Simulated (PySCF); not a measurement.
## Energy and gradient calculation, with input and output: C₂H₄AlBrF (charge −1)

The run: energy and gradient calculation of C₂H₄AlBrF, charge −1. Method and program: HF/STO-3G, RHF (PySCF 2.14.0).

The geometry comes from this level: GFN2-xTB. Figures and captions count atoms from 1; the log counts them from 0 in places.

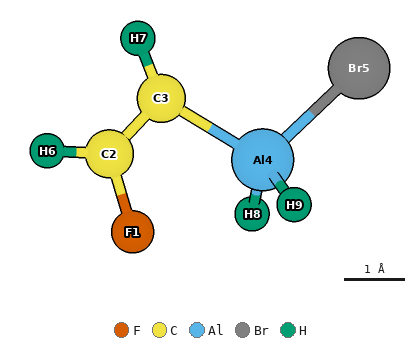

Figure 1. The input geometry (ball-and-stick view, seen at a tilt; atoms are numbered from 1 in the order of the input). Sticks mark near contacts. Bond lengths as drawn: Al–Br 2.31 Å, Al–C 2.04 Å, Al–H 1.59 Å, C–C 1.32 Å, C–F 1.37 Å and C–H 1.09 Å.

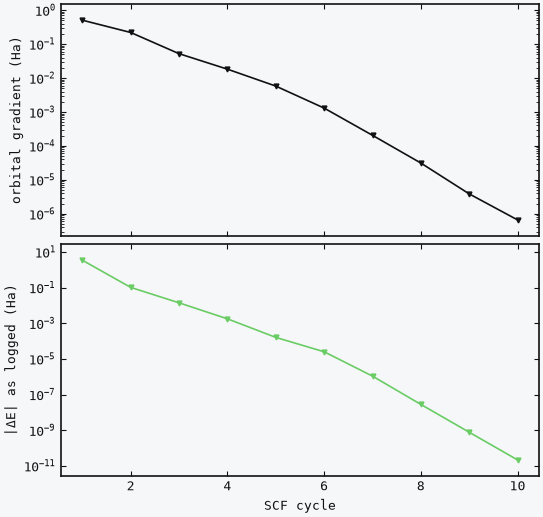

Figure 2. Convergence of the self-consistent field: orbital gradient and size of the energy change against the SCF cycle. The residual falls at every step.

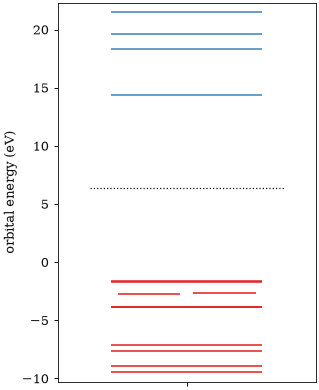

Figure 3. Orbital energies near the frontier; the dotted line parts filled from empty levels, and levels within 0.02 eV of each other stand side by side. Highest filled −1.63 eV, lowest empty 14.37 eV, 16.00 eV apart.

The input and output of the run follow.

**Input (run.py)**
```python
from pyscf import gto

mol = gto.M(
    atom='''
F       -0.868220      -0.388890       1.557250
C       -0.017760       0.671810       1.351730
C        0.540220       0.826540       0.168320
Al      -0.189330      -0.735940      -0.930720
Br       0.725050      -0.574440      -3.046520
H        0.061150       1.249590       2.274470
H        1.200420       1.690930       0.094180
H       -1.761920      -0.613450      -1.123740
H        0.310380      -2.126150      -0.344970
''',
    basis='sto-3g',
    verbose=4,
    max_memory=1860,
    spin=0,
    charge=-1,
)

hf = mol.RHF()
hf.conv_tol = 1e-10
hf.kernel()
if not hf.converged:
    hf = hf.newton().run(hf.mo_coeff, hf.mo_occ)

energy = hf.e_tot
print(f'total energy: {energy:.8f} hartree')
grad = hf.nuc_grad_method().kernel()
dip = hf.dip_moment()
pop, q = hf.mulliken_pop()
```

Launch command:
```bash
OMP_NUM_THREADS=1 python run.py
```

**What the program printed**
```
PySCF version 2.14.0

[INPUT] num. atoms = 9
[INPUT] num. electrons = 74
[INPUT] charge = -1
[INPUT] spin (= nelec alpha-beta = 2S) = 0
[INPUT] symmetry False subgroup None
[INPUT] Mole.unit = angstrom
[INPUT] Symbol           X                Y                Z      unit          X                Y                Z       unit  Magmom
[INPUT]  1 F     -0.868220000000  -0.388890000000   1.557250000000 AA   -1.640698015870  -0.734895592582   2.942776007479 Bohr   0.0
[INPUT]  2 C     -0.017760000000   0.671810000000   1.351730000000 AA   -0.033561535972   1.269536907744   2.554399494358 Bohr   0.0
[INPUT]  3 C      0.540220000000   0.826540000000   0.168320000000 AA    1.020867847013   1.561934230998   0.318078701287 Bohr   0.0
[INPUT]  4 Al    -0.189330000000  -0.735940000000  -0.930720000000 AA   -0.357781847164  -1.390725044112  -1.758805898655 Bohr   0.0
[INPUT]  5 Br     0.725050000000  -0.574440000000  -3.046520000000 AA    1.370145926616  -1.085534274995  -5.757088433010 Bohr   0.0
[INPUT]  6 H      0.061150000000   1.249590000000   2.274470000000 AA    0.115556752517   2.361382867995   4.298125378539 Bohr   0.0
[INPUT]  7 H      1.200420000000   1.690930000000   0.094180000000 AA    2.268465034450   3.195394595811   0.177974406412 Bohr   0.0
[INPUT]  8 H     -1.761920000000  -0.613450000000  -1.123740000000 AA   -3.329546253394  -1.159252491114  -2.123560835219 Bohr   0.0
[INPUT]  9 H      0.310380000000  -2.126150000000  -0.344970000000 AA    0.586533194543  -4.017841199744  -0.651898821191 Bohr   0.0

nuclear repulsion = 354.490051477348
number of shells = 26
number of NR pGTOs = 138
number of NR cGTOs = 46
basis = sto-3g
ecp = {}

******** <class 'pyscf.scf.hf.RHF'> ********
method = RHF
initial guess = minao
damping factor = 0
level_shift factor = 0
DIIS = <class 'pyscf.scf.diis.CDIIS'>
diis_start_cycle = 1
diis_space = 8
diis_damp = 0
SCF conv_tol = 1e-10
SCF conv_tol_grad = None
SCF max_cycles = 50
direct_scf = True
direct_scf_tol = 1e-13
Set gradient conv threshold to 1e-05
Initial guess from minao.
init E= -2955.23444915309
  HOMO = -0.315051739578318  LUMO = 0.081761097160311  gap/eV = 10.79783
cycle= 1 E= -2958.68284378124  delta_E= -3.45  |g|= 0.504  |ddm|= 3.49
  HOMO = -0.0120683951569336  LUMO = 0.490529378776933  gap/eV = 13.67638
cycle= 2 E= -2958.78587989158  delta_E= -0.103  |g|= 0.219  |ddm|= 0.959
  HOMO = -0.0429762132830587  LUMO = 0.512329518586188  gap/eV = 15.11064
cycle= 3 E= -2958.799913131  delta_E= -0.014  |g|= 0.052  |ddm|= 0.305
  HOMO = -0.0573848951052165  LUMO = 0.529557204691376  gap/eV = 15.97151
cycle= 4 E= -2958.80168780226  delta_E= -0.00177  |g|= 0.0182  |ddm|= 0.123
  HOMO = -0.0598149221132203  LUMO = 0.526830674314778  gap/eV = 15.96344
cycle= 5 E= -2958.80184880108  delta_E= -0.000161  |g|= 0.00578  |ddm|= 0.0349
  HOMO = -0.0599232528483225  LUMO = 0.528386098203067  gap/eV = 16.00871
cycle= 6 E= -2958.80187395008  delta_E= -2.51e-05  |g|= 0.0013  |ddm|= 0.0174
  HOMO = -0.0599331079587275  LUMO = 0.528177842994985  gap/eV = 16.00331
cycle= 7 E= -2958.80187503188  delta_E= -1.08e-06  |g|= 0.000205  |ddm|= 0.00382
  HOMO = -0.0599562895586541  LUMO = 0.528182117264134  gap/eV = 16.00406
cycle= 8 E= -2958.80187505979  delta_E= -2.79e-08  |g|= 3.13e-05  |ddm|= 0.000534
  HOMO = -0.0599560460623323  LUMO = 0.528183595333618  gap/eV = 16.00409
cycle= 9 E= -2958.80187506056  delta_E= -7.67e-10  |g|= 3.86e-06  |ddm|= 8.58e-05
  HOMO = -0.059956194150363  LUMO = 0.528183446387212  gap/eV = 16.00409
cycle= 10 E= -2958.80187506058  delta_E= -2.14e-11  |g|= 6.61e-07  |ddm|= 1.07e-05
  HOMO = -0.0599563205042548  LUMO = 0.528183554063944  gap/eV = 16.00410
Extra cycle  E= -2958.80187506058  delta_E= 1.36e-12  |g|= 2.79e-07  |ddm|= 1.32e-06
converged SCF energy = -2958.80187506058
total energy: -2958.80187506 hartree

******** <class 'pyscf.grad.rhf.Gradients'> for <class 'pyscf.scf.hf.RHF'> ********
unit = Eh/Bohr
--------------- RHF gradients ---------------
         x                y                z
0 F     0.0004546724     0.0011171793     0.0014512507
1 C    -0.0033406248    -0.0026110005     0.0024251589
2 C     0.0250348774     0.0295747089    -0.0085751036
3 Al     0.0082061615     0.0067283966    -0.0093229691
4 Br     0.0014169229    -0.0003010926    -0.0042235166
5 H    -0.0047082642    -0.0054371604     0.0024453422
6 H     0.0009696462     0.0058028137     0.0088139144
7 H    -0.0402850007     0.0017043576    -0.0063756674
8 H     0.0122516094    -0.0365782026     0.0133615907
----------------------------------------------

WARN: System has nonzero charge -1; the dipole moment is origin-dependent.
Location of origin: [0. 0. 0.]

Dipole moment(X, Y, Z, Debye): -0.29088,  3.03531,  6.66930
 ** Mulliken pop  **
pop of  0 F 1s            1.99907
pop of  0 F 2s            1.94124
pop of  0 F 2px           1.71734
pop of  0 F 2py           1.58276
pop of  0 F 2pz           1.95192
pop of  1 C 1s            1.99331
pop of  1 C 2s            1.13300
pop of  1 C 2px           1.00646
pop of  1 C 2py           0.88113
pop of  1 C 2pz           1.00446
pop of  2 C 1s            1.99361
pop of  2 C 2s            1.31222
pop of  2 C 2px           0.90162
pop of  2 C 2py           1.02755
pop of  2 C 2pz           1.08783
pop of  3 Al 1s           1.99937
pop of  3 Al 2s           1.97946
pop of  3 Al 3s           0.91218
pop of  3 Al 2px          1.94006
pop of  3 Al 2py          1.93915
pop of  3 Al 2pz          1.93237
pop of  3 Al 3px          0.54962
pop of  3 Al 3py          0.51790
pop of  3 Al 3pz          0.38578
pop of  4 Br 1s           2.00000
pop of  4 Br 2s           1.99984
pop of  4 Br 3s           1.99961
pop of  4 Br 4s           1.97000
pop of  4 Br 2px          1.99998
pop of  4 Br 2py          1.99999
pop of  4 Br 2pz          1.99990
pop of  4 Br 3px          1.99873
pop of  4 Br 3py          1.99967
pop of  4 Br 3pz          1.99434
pop of  4 Br 4px          1.93560
pop of  4 Br 4py          1.98431
pop of  4 Br 4pz          1.70601
pop of  4 Br 3dxy         1.99999
pop of  4 Br 3dyz         1.99995
pop of  4 Br 3dz^2        1.99961
pop of  4 Br 3dxz         1.99973
pop of  4 Br 3dx2-y2      1.99998
pop of  5 H 1s            1.00424
pop of  6 H 1s            1.00012
pop of  7 H 1s            1.35945
pop of  8 H 1s            1.35955
 ** Mulliken atomic charges  **
charge of    0F =     -0.19233
charge of    1C =     -0.01837
charge of    2C =     -0.32283
charge of    3Al =      0.84411
charge of    4Br =     -0.58723
charge of    5H =     -0.00424
charge of    6H =     -0.00012
charge of    7H =     -0.35945
charge of    8H =     -0.35955
```

**Key numbers**

```tsv
quantity	value
outcome	converged
total energy	−2958.801875 hartree
basis functions	46
largest force	2.099 eV/Å
HOMO	−1.63 eV
LUMO	14.37 eV
hardware	1 thread of Arm Neoverse V2, 24 GiB of memory available, shared host
wall time	2.4 s
peak memory	0.12 GiB
```

The record of the run, not the program, notes: dipole of an ion depends on the origin.
